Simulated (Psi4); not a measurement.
**CH4Si (SMILES C[SiH]): DSD-PBEP86/def2-TZVP (density fitting for correlation)**

Aim: the energy change on altering one bond length of CH4Si at DSD-PBEP86/def2-TZVP (density fitting for correlation), from 2 runs. 

The results are computed with Psi4 1.11.

1 further run of the same task is left out (set aside as unsound or not needed).

## (1) Starting point

CH4Si: 6 atoms, total charge 0, spin state singlet. As SMILES, `C[SiH]`. Geometry: relaxed at PBE0-D4/def2-TZVP.

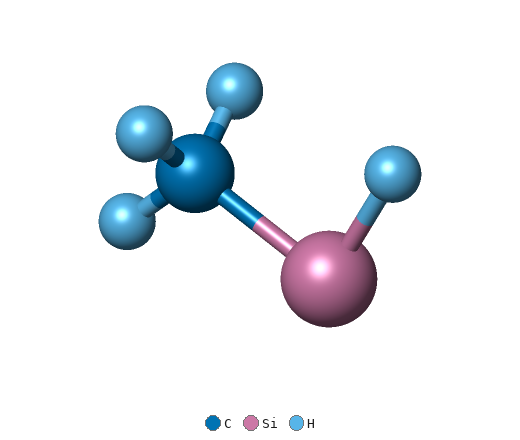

Viewed from a chosen angle; carbon blue, silicon pink, hydrogen blue.

## (2) The energy at DSD-PBEP86/def2-TZVP (density fitting for correlation)

Input file ch4si.xyz:

```xyz
6
CH4Si
C     -0.093500    -0.366000    -0.370300
Si     0.917300     0.209800     1.122300
H     -1.156900    -0.410100    -0.102200
H      0.215000    -1.335600    -0.763000
H     -0.024000     0.382000    -1.170800
H      0.142200     1.520000     1.284000
```

Input file ch4si_ase.py:

```python
import numpy as np
from ase.calculators.psi4 import Psi4
from ase.io import read

a = read('ch4si.xyz')
calc = Psi4(atoms=a, method='dsd-pbep86', basis='def2-TZVP', memory='2200MB', num_threads=1, charge=0, multiplicity=1, label='ch4si', reference='rks')
calc.psi4.set_options({'puream': True, 'e_convergence': 1e-09, 'd_convergence': 1e-08, 'scf_type': 'pk', 'dft_radial_points': 99, 'dft_spherical_points': 590, 'num_frozen_docc': 6})
a.calc = calc

print(f'energy: {a.get_potential_energy():.6f} eV')
```

Run with:

```console
$ python ch4si_ase.py
```

ch4si.dat:

```text
[...]
  Running in c1 symmetry.
[...]
  Nuclear repulsion =   48.603693658180966
[...]
  Multiplicity = 1
[...]
  Nalpha       = 12
  Nbeta        = 12
[...]
    Number of basis functions: 92
[...]
   @RKS iter   1:  -329.32520811190676   -5.37810e-01   5.28885e-03 DIIS/ADIIS
[...]
   @RKS iter  10:  -329.43977523281944   -1.27898e-11   5.38469e-09 DIIS
[...]
    Orbital Energies [Eh]
    ---------------------
    Doubly Occupied:
       1A    -67.850276     2A    -10.838808     3A     -5.837884
       4A     -4.028464     5A     -4.024643     6A     -4.023048
       7A     -0.867176     8A     -0.584661     9A     -0.513939
      10A     -0.506614    11A     -0.399702    12A     -0.289419
[...]
  @RKS Final Energy:  -329.43977523281944
   => Energetics <=
    Nuclear Repulsion Energy =             48.6036936581809655
    One-Electron Energy =                -550.9444580385953714
    Two-Electron Energy =                 180.7922451182456030
    DFT Exchange-Correlation Energy =      -7.8912559706506560
    Empirical Dispersion Energy =           0.0000000000000000
    VV10 Nonlocal Energy =                  0.0000000000000000
    Total Energy =                       -329.4397752328194429
[...]
 Multipole Moments:
 ------------------------------------------------------------------------------------
     Multipole            Electronic (a.u.)      Nuclear  (a.u.)        Total (a.u.)
 ------------------------------------------------------------------------------------
 L = 1.  Multiply by 2.5417464519 to convert [e a0] to [Debye]
 Dipole X            :          2.5043905           -2.7843295           -0.2799390
 Dipole Y            :         -0.0623309            0.0109674           -0.0513635
 Dipole Z            :          2.5930709           -2.9256978           -0.3326269
 Magnitude           :                                                    0.4377724
[...]
```

The script printed:

```text
energy: -8968.540236 eV
```

Wall time 11 s (1 thread of Intel Xeon at 2.60GHz (Ice Lake), shared host); peak memory 1.2 GiB.

## (3) The distorted shape

Input file job.dat:

```
memory 2.2 GB

molecule {
  0 1
  C      2.23468618    -0.59163734    -1.30771127
  Si     4.14482135     0.49646696     1.51289395
  H     -2.18622415    -0.77497668    -0.19313001
  H      2.81766669    -2.42391580    -2.04980671
  H      2.36602215     0.82187780    -2.82043703
  H      2.68009463     2.97238613     1.81846266
  units bohr
  symmetry c1
}

set basis def2-TZVP
set reference rks
set puream true
set e_convergence 1e-09
set d_convergence 1e-08
set scf_type pk
set dft_radial_points 99
set dft_spherical_points 590
set num_frozen_docc 6

energy('dsd-pbep86')
```

Run with:

```console
$ psi4 -i job.dat -o job.out -n 1
```

job.out:

```text
[...]
  Running in c1 symmetry.
[...]
  Nuclear repulsion =   45.863788184556590
[...]
  Multiplicity = 1
[...]
  Nalpha       = 12
  Nbeta        = 12
[...]
    Number of basis functions: 92
[...]
   @RKS iter   1:  -328.97990274830437   -5.32428e-01   6.23713e-03 DIIS/ADIIS
[...]
   @RKS iter  13:  -329.25295001129859   -2.33058e-12   1.80803e-09 DIIS
[...]
    Orbital Energies [Eh]
    ---------------------
    Doubly Occupied:
       1A    -67.870357     2A    -10.921782     3A     -5.857214
       4A     -4.047545     5A     -4.044060     6A     -4.042554
       7A     -0.860153     8A     -0.601457     9A     -0.543201
      10A     -0.424111    11A     -0.349906    12A     -0.289881
[...]
  @RKS Final Energy:  -329.25295001129859
   => Energetics <=
    Nuclear Repulsion Energy =             45.8637881845565900
    One-Electron Energy =                -544.9593411485793695
    Two-Electron Energy =                 177.6710451359990373
    DFT Exchange-Correlation Energy =      -7.8284421832748485
    Empirical Dispersion Energy =           0.0000000000000000
    VV10 Nonlocal Energy =                  0.0000000000000000
    Total Energy =                       -329.2529500112985374
[...]
 Multipole Moments:
 ------------------------------------------------------------------------------------
     Multipole            Electronic (a.u.)      Nuclear  (a.u.)        Total (a.u.)
 ------------------------------------------------------------------------------------
 L = 1.  Multiply by 2.5417464519 to convert [e a0] to [Debye]
 Dipole X            :          4.3791800           -3.8703649            0.5088151
 Dipole Y            :          0.1036841           -0.0340717            0.0696124
 Dipole Z            :          2.3761335           -2.6518912           -0.2757577
 Magnitude           :                                                    0.5829074
[...]
```

Run time: 13 s. Hardware: 1 thread of Intel Xeon at 2.60GHz (Ice Lake), shared host; peak memory 1.2 GiB.

## (4) What came out

Level: DSD-PBEP86/def2-TZVP (density fitting for correlation), 6 core orbitals frozen.

| quantity | value |
| --- | --- |
| first shape: total energy | -329.58778 Eh |
| first shape: HOMO energy (SCF part's orbitals) | -7.88 eV |
| first shape: LUMO energy (SCF part's orbitals) | -0.59 eV |
| first shape: HOMO–LUMO gap (SCF part's orbitals) | 7.28 eV |
| distorted shape: total energy | -329.41647 Eh |
| distorted shape: HOMO energy (SCF part's orbitals) | -7.89 eV |
| distorted shape: LUMO energy (SCF part's orbitals) | -2.09 eV |
| distorted shape: HOMO–LUMO gap (SCF part's orbitals) | 5.80 eV |
| energy change with the C1–H3 bond stretched from 1.098 to 2.415 Å | 4.662 eV |

With the C1–H3 bond stretched from 1.098 to 2.415 Å the energy rises by 4.66 eV (450 kJ/mol). The first shape isn't relaxed at this level, so the change isn't measured from a minimum. A restricted reference can't describe the breaking bond well at this length.
